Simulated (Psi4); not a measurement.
**H$_{3}$O (charge +1): energy and gradient calculation**

H$_{3}$O, charge +1, SMILES [OH3+], computed with BLYP/aug-cc-pVTZ, RKS (Psi4 1.11).

A bond length was changed on purpose from its optimised value.

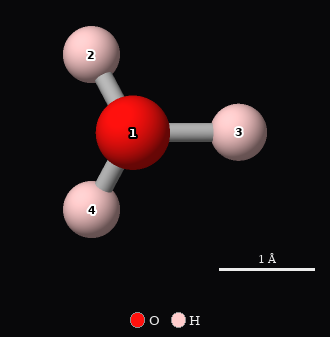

*The structure as given in the input (ball-and-stick view, seen on its broad side; atoms are numbered from 1 in the order of the input).*

Bond lengths as drawn: H–O 0.98 to 1.12 Å.

### Key numbers

```csv
quantity,value
outcome,converged
total energy,−76.707712 hartree
basis functions,115
largest force,3.925 eV/Å
HOMO,−18.20 eV
LUMO,−9.06 eV
hardware,"1 thread of Intel Xeon @ 2.90GHz (Ice Lake), 64 GiB of memory available, shared host"
wall time,20 s
peak memory,0.77 GiB
```

### The input (input.json)
```
{
  "schema_name": "qcschema_input",
  "schema_version": 1,
  "molecule": {
    "schema_name": "qcschema_molecule",
    "schema_version": 2,
    "symbols": ["O", "H", "H", "H"],
    "geometry": [0.51131643, -0.01884624, 0.10281433, 0.58140637, 1.82390129, 0.23112673, -0.77269012, -0.69596723, -1.45013803, 0.18229621, -0.84418412, 1.7237836],
    "molecular_charge": 1,
    "molecular_multiplicity": 1,
    "fix_symmetry": "c1",
    "fix_com": true,
    "fix_orientation": true
  },
  "driver": "gradient",
  "model": {
    "method": "blyp",
    "basis": "aug-cc-pVTZ"
  },
  "keywords": {
    "puream": true,
    "e_convergence": 1e-09,
    "d_convergence": 1e-08,
    "scf_type": "pk",
    "dft_radial_points": 99,
    "dft_spherical_points": 590,
    "scf_properties": ["LOWDIN_CHARGES", "MAYER_INDICES", "QUADRUPOLE"]
  }
}
```

Launched with:
```bash
psi4 --qcschema input.json -n 1 --memory 2200MB
```

### Log
```
Psi4 1.11 release

gradient() will perform analytic gradient computation.

   => Loading Basis Set <=

    Name: AUG-CC-PVTZ
    Role: ORBITAL
    Keyword: BASIS

         ---------------------------------------------------------
                                   SCF
                              RKS Reference
                        1 Threads,   2098 MiB Core
         ---------------------------------------------------------

  ==> Geometry <==

    Molecular point group: c1
    Full point group: C1

    Geometry (in Bohr), charge = 1, multiplicity = 1:

       Center              X                  Y                   Z               Mass
    ------------   -----------------  -----------------  -----------------  -----------------
         O            0.511316430000    -0.018846240000     0.102814330000    15.994914619570
         H            0.581406370000     1.823901290000     0.231126730000     1.007825032230
         H           -0.772690120000    -0.695967230000    -1.450138030000     1.007825032230
         H            0.182296210000    -0.844184120000     1.723783600000     1.007825032230

  Running in c1 symmetry.

  Rotational constants: A =      8.41716  B =      5.86219  C =      4.74106 [cm^-1]
  Rotational constants: A = 252340.05776  B = 175743.94966  C = 142133.49277 [MHz]
  Nuclear repulsion =   13.346052389774892

  Charge       = 1
  Multiplicity = 1
  Electrons    = 10
  Nalpha       = 5
  Nbeta        = 5

  ==> Algorithm <==

  SCF Algorithm Type is PK.
  DIIS enabled.
  MOM disabled.
  Fractional occupation disabled.
  Guess Type is SAD.
  Energy threshold   = 1.00e-09
  Density threshold  = 1.00e-08
  Integral threshold = 1.00e-12

  ==> Primary Basis <==

  Basis Set: AUG-CC-PVTZ
    Blend: AUG-CC-PVTZ
    Number of shells: 41
    Number of basis functions: 115
    Number of Cartesian functions: 130
    Spherical Harmonics?: true
    Max angular momentum: 3

  ==> DFT Potential <==

   => LibXC <=

    Version 7.1.2

   => Composite Functional: BLYP <=

    BLYP GGA Exchange-Correlation Functional

    Deriv               =              1
    GGA                 =           TRUE
    Meta                =          FALSE

    Exchange Hybrid     =          FALSE
    MP2 Hybrid          =          FALSE

   => Exchange Functionals <=

    1.0000     XC_GGA_X_B88

   => Correlation Functionals <=

    1.0000     XC_GGA_C_LYP

   => LibXC Density Thresholds  <==

    XC_GGA_C_LYP:  1.00E-14
    XC_GGA_X_B88:  1.00E-15

   => Molecular Quadrature <=

    Radial Scheme          =       TREUTLER
    Pruning Scheme         =           NONE
    Nuclear Scheme         =       TREUTLER

    Blocking Scheme        =         OCTREE
    BS radius alpha        =              1
    Pruning alpha          =              1
    Radial Points          =             99
    Spherical Points       =            590
    Total Points           =         227237
    Total Blocks           =           1699
    Max Points             =            256
    Max Functions          =            115
    Weights Tolerance      =       1.00E-15

  ==> Integral Setup <==

  Using in-core PK algorithm.
   Calculation information:
      Number of atoms:                   4
      Number of AO shells:              41
      Number of primitives:             63
      Number of atomic orbitals:       130
      Number of basis functions:       115

      Integral cutoff                 1.00e-12
      Number of threads:                 1

  Performing in-core PK
  Using 44495570 doubles for integral storage.
  We computed 371091 shell quartets total.
  Whereas there are 371091 unique shell quartets.

  ==> DiskJK: Disk-Based J/K Matrices <==

    J tasked:                  Yes
    K tasked:                   No
    wK tasked:                  No
    Memory [MiB]:             1334
    Schwarz Cutoff:          1E-12

  Cached 25.0% of DFT collocation blocks in 0.187 [GiB].

  Minimum eigenvalue in the overlap matrix is 2.4849986052E-04.
  Reciprocal condition number of the overlap matrix is 2.9305003586E-05.
    Using symmetric orthogonalization.

  ==> Pre-Iterations <==

  SCF Guess: Superposition of Atomic Densities via on-the-fly atomic UHF (no occupation information).

   -------------------------
    Irrep   Nso     Nmo
   -------------------------
     A        115     115
   -------------------------
    Total     115     115
   -------------------------

  ==> Iterations <==

                        Total Energy        Delta E     RMS |[F,P]|

   @RKS iter SAD:   -76.76530458929300   -7.67653e+01   0.00000e+00
   @RKS iter   1:   -76.57552867228611    1.89776e-01   5.67178e-03 DIIS/ADIIS
   @RKS iter   2:   -76.18076239525404    3.94766e-01   1.04395e-02 DIIS/ADIIS
   @RKS iter   3:   -76.70735073375349   -5.26588e-01   2.24700e-04 DIIS/ADIIS
   @RKS iter   4:   -76.70769737787056   -3.46644e-04   5.46082e-05 DIIS
   @RKS iter   5:   -76.70771169659008   -1.43187e-05   7.44880e-06 DIIS
   @RKS iter   6:   -76.70771197377708   -2.77187e-07   1.36392e-06 DIIS
   @RKS iter   7:   -76.70771198285034   -9.07326e-09   2.03168e-07 DIIS
   @RKS iter   8:   -76.70771198300898   -1.58636e-10   2.51873e-08 DIIS
   @RKS iter   9:   -76.70771198301303   -4.05009e-12   4.30315e-09 DIIS
  Energy and wave function converged.

  ==> Post-Iterations <==

   Electrons on quadrature grid:
      Ntotal   =   10.0000000015 ; deviation = 1.472e-09

    Orbital Energies [Eh]
    ---------------------

    Doubly Occupied:

       1A    -19.205328     2A     -1.328682     3A     -0.868961
       4A     -0.839023     5A     -0.668745

    Virtual:

       6A     -0.332766     7A     -0.243563     8A     -0.207016
       9A     -0.133784    10A     -0.124833    11A     -0.123647
      12A     -0.101835    13A     -0.058366    14A     -0.056464
      15A     -0.045025    16A     -0.039969    17A     -0.039894
      18A      0.062759    19A      0.082291    20A      0.089178
      21A      0.104178    22A      0.109234    23A      0.115656
      24A      0.119480    25A      0.200719    26A      0.210332
      27A      0.272639    28A      0.284764    29A      0.285586
      30A      0.314930    31A      0.392383    32A      0.394193
      33A      0.448639    34A      0.498308    35A      0.522129
      36A      0.531082    37A      0.541930    38A      0.588436
      39A      0.599193    40A      0.616402    41A      0.638846
      42A      0.643535    43A      0.688662    44A      0.731662
      45A      0.760416    46A      0.770833    47A      0.795690
      48A      0.804942    49A      0.839259    50A      0.867689
      51A      1.097243    52A      1.099704    53A      1.168701
      54A      1.191573    55A      1.238660    56A      1.273783
      57A      1.300306    58A      1.323055    59A      1.464815
      60A      1.464833    61A      1.633292    62A      1.738346
      63A      1.752418    64A      1.866047    65A      1.912214
      66A      1.913978    67A      2.075456    68A      2.084864
      69A      2.128193    70A      2.240198    71A      2.266936
      72A      2.324169    73A      2.866716    74A      3.039261
      75A      3.103140    76A      3.332160    77A      3.349951
      78A      3.362903    79A      3.505368    80A      3.604491
      81A      3.614697    82A      3.673088    83A      3.675130
      84A      3.749262    85A      3.822396    86A      3.874846
      87A      3.890885    88A      3.892647    89A      3.965506
      90A      4.024201    91A      4.219493    92A      4.244768
      93A      4.347469    94A      4.426588    95A      4.442704
      96A      4.480926    97A      4.593369    98A      4.860258
      99A      4.911877   100A      5.117314   101A      5.641772
     102A      5.700120   103A      6.003305   104A      6.256695
     105A      6.342333   106A      6.402954   107A      6.408958
     108A      6.515138   109A      6.573477   110A      6.728713
     111A      6.970500   112A      7.001351   113A      7.237774
     114A      7.774647   115A     14.712473

    Final Occupation by Irrep:
              A
    DOCC [     5 ]
    NA   [     5 ]
    NB   [     5 ]

  @RKS Final Energy:   -76.70771198301303

   => Energetics <=

    Nuclear Repulsion Energy =             13.3460523897748917
    One-Electron Energy =                -127.5720793939005375
    Two-Electron Energy =                  46.8648066617955408
    DFT Exchange-Correlation Energy =      -9.3464916406829239
    Empirical Dispersion Energy =           0.0000000000000000
    VV10 Nonlocal Energy =                  0.0000000000000000
    Total Energy =                        -76.7077119830130272

Computation Completed

Properties will be evaluated at   0.000000,   0.000000,   0.000000 [a0]

Properties computed using the SCF density matrix

 Multipole Moments:

 ------------------------------------------------------------------------------------
     Multipole            Electronic (a.u.)      Nuclear  (a.u.)        Total (a.u.)
 ------------------------------------------------------------------------------------

 L = 1.  Multiply by 2.5417464519 to convert [e a0] to [Debye]
 Dipole X            :         -4.2715816            4.0815439           -0.1900377
 Dipole Y            :         -0.0175793            0.1329800            0.1154007
 Dipole Z            :         -1.1718088            1.3272869            0.1554781
 Magnitude           :                                                    0.2713026

 L = 2.  Multiply by 1.3450342976 to convert [e a0^2] to [Debye ang]
 Quadrupole XX       :         -7.4925275            3.0598712           -4.4326563
 Quadrupole XY       :         -0.4779243            1.3672121            0.8892878
 Quadrupole XZ       :         -1.0462160            1.9896903            0.9434744
 Quadrupole YY       :         -6.6929657            4.5264746           -2.1664911
 Quadrupole YZ       :          0.0112151           -0.0398912           -0.0286761
 Quadrupole ZZ       :         -7.0296853            5.2123161           -1.8173693
 Traceless XX        :         -0.4208013           -1.2063494           -1.6271507
 Traceless YY        :          0.3787605            0.2602540            0.6390144
 Traceless ZZ        :          0.0420408            0.9460954            0.9881363

 ------------------------------------------------------------------------------------
  Lowdin Charges: (a.u.)
   Center  Symbol    Alpha    Beta     Spin     Total
       1     O     3.27898  3.27898  0.00000  1.44205
       2     H     0.61434  0.61434  0.00000 -0.22868
       3     H     0.49232  0.49232  0.00000  0.01536
       4     H     0.61436  0.61436  0.00000 -0.22873

  Total alpha =  5.00000, Total beta =  5.00000, Total charge =  1.00000

  Mayer Bond Indices:

  Irrep: 1 Size: 4 x 4

                 1                   2                   3                   4

    1     0.00000000000000     0.93132792668444     0.80307810119016     0.93135752238610
    2     0.93132792668444     0.00000000000000     0.02953356929301     0.02970014191661
    3     0.80307810119016     0.02953356929301     0.00000000000000     0.02952585993915
    4     0.93135752238610     0.02970014191661     0.02952585993915     0.00000000000000

  Atomic Valences:

 #  #
 Irrep: 1
      1:    2.665763550260708
      2:    0.990561637894056
      3:    0.862137530422315
      4:    0.990583524241858

	total time  =         12 seconds =       0.20 minutes

         ------------------------------------------------------------
                                   SCF GRAD
         ------------------------------------------------------------

  ==> Geometry <==

    Molecular point group: c1
    Full point group: C1

    Geometry (in Bohr), charge = 1, multiplicity = 1:

       Center              X                  Y                   Z               Mass
    ------------   -----------------  -----------------  -----------------  -----------------
         O            0.511316430000    -0.018846240000     0.102814330000    15.994914619570
         H            0.581406370000     1.823901290000     0.231126730000     1.007825032230
         H           -0.772690120000    -0.695967230000    -1.450138030000     1.007825032230
         H            0.182296210000    -0.844184120000     1.723783600000     1.007825032230

  Nuclear repulsion =   13.346052389774892

  ==> Basis Set <==

  Basis Set: AUG-CC-PVTZ
    Blend: AUG-CC-PVTZ
    Number of shells: 41
    Number of basis functions: 115
    Number of Cartesian functions: 130
    Spherical Harmonics?: true
    Max angular momentum: 3

  ==> DirectJKGrad: Integral-Direct SCF Gradients <==

    Gradient:                    1
    J tasked:                  Yes
    K tasked:                   No
    wK tasked:                  No
    Integrals threads:           1
    Schwarz Cutoff:          1E-12

  ==> DFT Potential <==

   => LibXC <=

    Version 7.1.2

   => Composite Functional: BLYP <=

    BLYP GGA Exchange-Correlation Functional

    Deriv               =              1
    GGA                 =           TRUE
    Meta                =          FALSE

    Exchange Hybrid     =          FALSE
    MP2 Hybrid          =          FALSE

   => Exchange Functionals <=

    1.0000     XC_GGA_X_B88

   => Correlation Functionals <=

    1.0000     XC_GGA_C_LYP

   => LibXC Density Thresholds  <==

    XC_GGA_C_LYP:  1.00E-14
    XC_GGA_X_B88:  1.00E-15

   => Molecular Quadrature <=

    Radial Scheme          =       TREUTLER
    Pruning Scheme         =           NONE
    Nuclear Scheme         =       TREUTLER

    Blocking Scheme        =         OCTREE
    BS radius alpha        =              1
    Pruning alpha          =              1
    Radial Points          =             99
    Spherical Points       =            590
    Total Points           =         227237
    Total Blocks           =           1699
    Max Points             =            256
    Max Functions          =            115
    Weights Tolerance      =       1.00E-15

  -Total Gradient:
     Atom            X                  Y                   Z
    ------   -----------------  -----------------  -----------------
       1        0.035863039548     0.028751200685     0.060943022222
       2        0.002061682843    -0.008725408482     0.000108151404
       3       -0.041874438223    -0.023995469468    -0.054034555648
       4        0.003950422768     0.003969413046    -0.007016907458

	total time  =          7 seconds =       0.12 minutes

    Psi4 run time: 0:00:18.48
```

### File result.json
```
{
 "driver": "gradient",
 "model": {
  "method": "blyp",
  "basis": "aug-cc-pVTZ"
 },
 "success": true,
 "return_result": [0.035863039547938076, 0.028751200685197882, 0.06094302222212046, 0.0020616828426089917, -0.00872540848186254, 0.00010815140443459076, -0.041874438223187566, -0.023995469467839092, -0.054034555648134086, 0.003950422768383825, 0.003969413045592368, -0.007016907457728261],
 "properties": {
  "calcinfo_nbasis": 115,
  "calcinfo_nmo": 115,
  "calcinfo_nalpha": 5,
  "calcinfo_nbeta": 5,
  "calcinfo_natom": 4,
  "nuclear_repulsion_energy": 13.346052389774892,
  "return_energy": -76.70771198301303,
  "return_gradient": [0.035863039547938076, 0.028751200685197882, 0.06094302222212046, 0.0020616828426089917, -0.00872540848186254, 0.00010815140443459076, -0.041874438223187566, -0.023995469467839092, -0.054034555648134086, 0.003950422768383825, 0.003969413045592368, -0.007016907457728261],
  "scf_one_electron_energy": -127.57207939390054,
  "scf_two_electron_energy": 46.86480666179554,
  "scf_xc_energy": -9.346491640682924,
  "scf_dipole_moment": [-0.19003768447142821, 0.11540073771175084, 0.15547812585960297],
  "scf_total_energy": -76.70771198301303,
  "scf_total_gradient": [0.035863039547938076, 0.028751200685197882, 0.06094302222212046, 0.0020616828426089917, -0.00872540848186254, 0.00010815140443459076, -0.041874438223187566, -0.023995469467839092, -0.054034555648134086, 0.003950422768383825, 0.003969413045592368, -0.007016907457728261],
  "scf_iterations": 9
 }
}
```

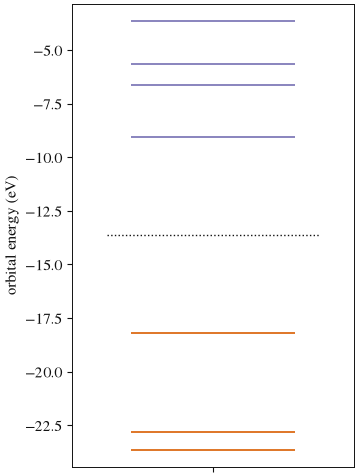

*Orbital energies near the frontier; the dotted line parts filled from empty levels, and levels within 0.02 eV of each other stand side by side.*

Highest filled −18.20 eV, lowest empty −9.05 eV, 9.15 eV apart.
